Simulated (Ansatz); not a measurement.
# B3N3H6 (borazine): levels of theory compared

Wanted: a comparison of 5 runs (PBE-QIDH/def2-SVP, SVWN5/def2-SVP, revPBE/def2-SVP, wB97M-V/def2-SVP, CCSD(T)/def2-SVP) of B3N3H6 (borazine). 

The results are computed with Ansatz 0.2.0.

43 further runs of the same task are left out: 1 that didn't finish, 42 set aside as unsound or not needed.

## (1) The system as given

The species is B3N3H6 (12 atoms), meant as a singlet with charge 0. SMILES: `B1NBNBN1`. The B1–H7 distance was set to 1.796 Å, away from the relaxed value. At this shape a bond of the SMILES string is far longer than usual.

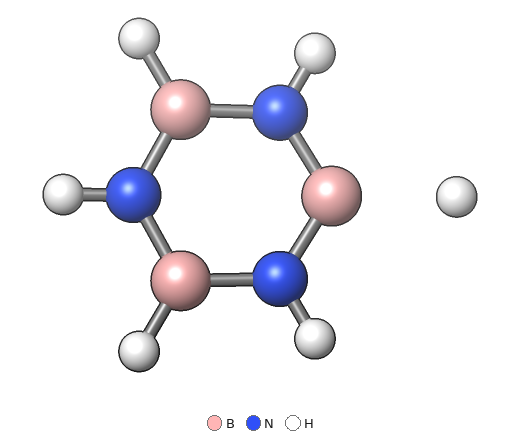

Viewed from a chosen angle; boron pink, nitrogen blue, hydrogen white.

## (2) A single-point energy at PBE-QIDH/def2-SVP (run 1)

Input file run.yaml:

```yaml
crystal:
  periodic: [false, false, false]
  atoms:
    - symbol: B
      position_ang: [-0.424937, -0.716319, 0.148569]
    - symbol: N
      position_ang: [0.824833, -0.449709, 0.778229]
    - symbol: B
      position_ang: [1.565783, 0.745511, 0.550399]
    - symbol: "N"
      position_ang: [1.005623, 1.695361, -0.351521]
    - symbol: B
      position_ang: [-0.238867, 1.491531, -1.014231]
    - symbol: "N"
      position_ang: [-0.928497, 0.275081, -0.741931]
    - symbol: H
      position_ang: [-1.326890, -2.236960, 0.463830]
    - symbol: H
      position_ang: [1.200513, -1.135339, 1.411269]
    - symbol: H
      position_ang: [2.614233, 0.943231, 1.093589]
    - symbol: H
      position_ang: [1.510873, 2.547111, -0.528161]
    - symbol: H
      position_ang: [-0.685957, 2.307481, -1.767691]
    - symbol: H
      position_ang: [-1.809417, 0.108941, -1.198371]
basis:
  gaussian:
    orbitals: def2-SVP
hamiltonian:
  xc: {name: PBE-QIDH}
correlation:
  frozen_orbitals: {B: 1, H: 0, "N": 1}
accuracy: high
output: {orbitals: {seedname: orbitals}}
```

Launch:

```console
ansatz run run.yaml --threads 1 --pin off --max-ram 3480MiB --events-out events.jsonl --progress --plain --runs-dir runs
```

Log:

```text
Warning: RAYON_NUM_THREADS=1 ignored (pool sized by the plan → 1); use --threads N
Functional definition: PBE-QIDH
  name "PBE-QIDH"
  parameter a = 3^(-1/3)
  parameter c = 1/3
  exchange = (1 - a)*pbe_x + a*exact_x
  correlation = (1 - c)*pbe_c + c*(mp2_os + mp2_ss)
2852 factors; integrals over basis functions are off by at most 3.1e-9 eV
mean field evaluation 1: about -6572.5521 eV, gradient 5.2e1 eV
mean field evaluation 2: about -6572.6638 eV, gradient 5.2e1 eV
mean field evaluation 4: about -6578.3724 eV, gradient 2.6e0 eV
mean field evaluation 8: about -6578.4026 eV, gradient 1.5e-1 eV
mean field evaluation 16: about -6578.4027 eV, gradient 2.9e-5 eV
mean field -6578.40268002 eV, -241.7518394893 hartree, gradient 7.9e-8 eV, S^2 0.000000; 0 other end points of the search recorded, 0 dependent functions left out
6 core orbitals not correlated: weight in the atoms' cores, before any rotation towards them, 1.000 or more for the frozen orbitals, at most 0.000 for the correlated occupied ones
reference -6578.40268120 eV, -241.7518395326 hartree; 15, 15 occupied and 93, 93 virtual orbitals, 2852 factors
second order -22.85978078 eV of doubles, -0.00000000 eV of singles
Total energy: -6586.02260813 eV, -242.0318666822 hartree
```

It took 19 s on 1 thread of Intel Xeon Platinum 8175M at 2.50GHz (Skylake/Cascade Lake), shared host; peak memory 0.49 GiB.

## (3) A single-point energy at SVWN5/def2-SVP (run 2)

Input file job.yaml:

```yaml
crystal:
  periodic: [false, false, false]
  atoms:
    - symbol: B
      position_ang: [-0.424937, -0.716319, 0.148569]
    - symbol: N
      position_ang: [0.824833, -0.449709, 0.778229]
    - symbol: B
      position_ang: [1.565783, 0.745511, 0.550399]
    - symbol: N
      position_ang: [1.005623, 1.695361, -0.351521]
    - symbol: B
      position_ang: [-0.238867, 1.491531, -1.014231]
    - symbol: "N"
      position_ang: [-0.928497, 0.275081, -0.741931]
    - symbol: H
      position_ang: [-1.326890, -2.236960, 0.463830]
    - symbol: H
      position_ang: [1.200513, -1.135339, 1.411269]
    - symbol: H
      position_ang: [2.614233, 0.943231, 1.093589]
    - symbol: H
      position_ang: [1.510873, 2.547111, -0.528161]
    - symbol: H
      position_ang: [-0.685957, 2.307481, -1.767691]
    - symbol: H
      position_ang: [-1.809417, 0.108941, -1.198371]
basis:
  gaussian: {orbitals: def2-SVP}
hamiltonian: {xc: {name: SVWN5}}
accuracy: high
output: {orbitals: {seedname: orbitals}}
```

Launch:

```console
ansatz run job.yaml --threads 1 --pin off --max-ram 3480MiB --events-out events.jsonl --progress --plain --runs-dir runs
```

Log:

```text
Warning: RAYON_NUM_THREADS=1 ignored (pool sized by the plan → 1); use --threads N
Functional definition: SVWN5
  name "SVWN5"
  exchange = slater_x
  correlation = vwn5_c
2852 factors; integrals over basis functions are off by at most 3.1e-9 eV
mean field evaluation 1: about -6520.0823 eV, gradient 9.1e1 eV
mean field evaluation 2: about -6463.3271 eV, gradient 1.7e2 eV
mean field evaluation 4: about -6537.2693 eV, gradient 4.0e0 eV
mean field evaluation 8: about -6537.3109 eV, gradient 4.1e-1 eV
mean field evaluation 16: about -6537.3113 eV, gradient 5.0e-5 eV
mean field -6537.31133916 eV, -240.2417605654 hartree, gradient 7.7e-8 eV, S^2 0.000000; 0 other end points of the search recorded, 0 dependent functions left out
reference -6537.31134286 eV, -240.2417607013 hartree; 21, 21 occupied and 93, 93 virtual orbitals, 2852 factors
Total energy: -6537.31134286 eV, -240.2417607013 hartree
```

Wall time 8.1 s (1 thread of Intel Xeon Platinum 8175M at 2.50GHz (Skylake/Cascade Lake), shared host); peak memory 0.39 GiB.

Runs 3 to 4 aren't shown in full; the table further down has their settings and results.

## (4) The energy at CCSD(T)/def2-SVP (run 5)

Input file in.yaml:

```yaml
crystal:
  periodic: [false, false, false]
  atoms:
    - {symbol: B, position_ang: [-0.424937, -0.716319, 0.148569]}
    - {symbol: N, position_ang: [0.824833, -0.449709, 0.778229]}
    - {symbol: B, position_ang: [1.565783, 0.745511, 0.550399]}
    - {symbol: N, position_ang: [1.005623, 1.695361, -0.351521]}
    - {symbol: B, position_ang: [-0.238867, 1.491531, -1.014231]}
    - {symbol: N, position_ang: [-0.928497, 0.275081, -0.741931]}
    - {symbol: H, position_ang: [-1.326890, -2.236960, 0.463830]}
    - {symbol: H, position_ang: [1.200513, -1.135339, 1.411269]}
    - {symbol: H, position_ang: [2.614233, 0.943231, 1.093589]}
    - {symbol: H, position_ang: [1.510873, 2.547111, -0.528161]}
    - {symbol: H, position_ang: [-0.685957, 2.307481, -1.767691]}
    - {symbol: H, position_ang: [-1.809417, 0.108941, -1.198371]}
basis:
  gaussian:
    orbitals: def2-SVP
correlation:
  method: ccsd_t
  frozen_orbitals: {B: 1, H: 0, "N": 1}
accuracy: high
scf:
  omitted_lower_state_checks: [cluster_reference, increment]
```

Launch:

```console
ansatz run in.yaml --threads 1 --pin off --max-ram 3480MiB --events-out events.jsonl --progress --plain --runs-dir runs
```

Log, cut to the lines that bear on the results:

```text
Warning: RAYON_NUM_THREADS=1 ignored (pool sized by the plan → 1); use --threads N
Functional definition: HF
  name "HF"
[...]
2852 factors; integrals over basis functions are off by at most 3.1e-9 eV
[...]
mean field -6555.52010415 eV, -240.9109203364 hartree, gradient 3.3e-8 eV, S^2 0.000000; 0 other end points of the search recorded, 0 dependent functions left out
6 core orbitals not correlated: weight in the atoms' cores, before any rotation towards them, 1.000 or more for the frozen orbitals, at most 0.000 for the correlated occupied ones
reference -6555.52010415 eV, -240.9109203364 hartree; 15, 15 occupied and 93, 93 virtual orbitals, 2852 factors
second order -20.08768137 eV of doubles, -0.00000000 eV of singles
cycle   1  -20.75180259 eV  change   -6.6e-1 eV  update   1.1e-1
[...]
cycle  21  -21.46975905 eV  change   8.3e-10 eV  update  4.9e-10
perturbative correction -0.72503697 eV, -0.0266446172 hartree
Total energy: -6577.71490017 eV, -241.7265640460 hartree
Checks for a lower state left out: cluster_reference, increment
```

Run time: 58 s. Hardware: 1 thread of Intel Xeon Platinum 8175M at 2.50GHz (Skylake/Cascade Lake), shared host; peak memory 1.2 GiB.

## (5) All runs side by side

```csv
run,level,frozen core orbitals,energy (Eh),HOMO energy (eV),LUMO energy (eV),HOMO–LUMO gap (eV),wall time
1,PBE-QIDH/def2-SVP,6,-242.031867,-9.69,2.36,12.05,19 s
2,SVWN5/def2-SVP,–,-240.241761,-6.56,-0.88,5.68,8.1 s
3,revPBE/def2-SVP,–,-242.346325,-6.48,-0.57,5.91,11 s
4,wB97M-V/def2-SVP,–,-242.326455,-9.88,2.39,12.27,2 min
5,CCSD(T)/def2-SVP,6,-241.726564,–,–,–,58 s
```

## (6) Results

| quantity | value |
| --- | --- |
| run 5: total energy | -241.72656 Eh |
| run 5: correlation energy (6 core orbitals frozen) | -815.6 mEh |
| run 5: (T) correction | -26.64 mEh |
| run 5: T1 diagnostic | 0.017 |

**Reading.** Over runs 1, 2, 3, 4 the HOMO–LUMO gap runs from 5.68 eV (SVWN5/def2-SVP) to 12.27 eV (wB97M-V/def2-SVP). Totals of different functionals can't be ranked against each other. All runs together took 3.6 min, the longest 2 min.
